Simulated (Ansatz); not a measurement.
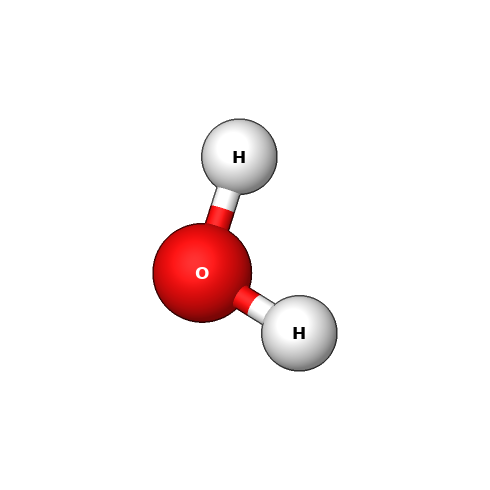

The picture shows a molecular structure as a ball-and-stick model. Every bond is drawn as one stick, whatever its order.

**Count the atoms of each element.**

H₂O, 3 atoms: 2 hydrogen and 1 oxygen.

**Which point group does it belong to?**

C2v.

More results for the same structure follow; atom numbers are the same in all pictures, views and colours differ. The computed structure is the end point of a PBE0-D4/def2-TZVP optimisation.

**Geometry**

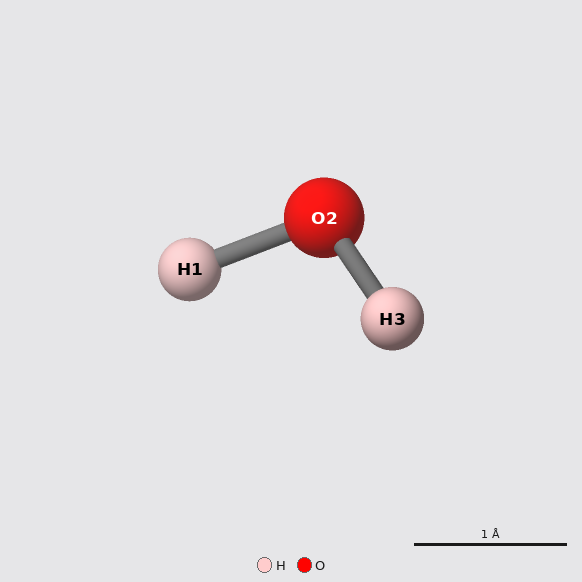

The atoms are numbered.

Give the bond lengths.

```
 bond  length (Å)
H1–O2       0.960
O2–H3       0.960
```

**Electronic properties**

Properties computed with RKS PBE0-D4/def2-TZVP (Ansatz 0.2.0).

What does the calculation give?

- dipole moment: 2.07 D
- harmonic zero-point energy: 56.4 kJ/mol

**Vibrations**

Harmonic vibrations computed with RKS PBE0-D4/def2-TZVP (Ansatz 0.2.0) at a stationary point of the same level.

**List the wavenumbers.**

3 modes: 1623, 3852, 3959 cm⁻¹.

**Charges**

The questions are on Mulliken charges. Method: RKS PBE0-D4/def2-TZVP (Ansatz 0.2.0).

List the Mulliken charges.

| atom | value (e) |
| --- | --- |
| H1 | 0.32 |
| O2 | −0.65 |
| H3 | 0.32 |

Mulliken values depend strongly on the basis set and can even reverse the polarity of a bond.
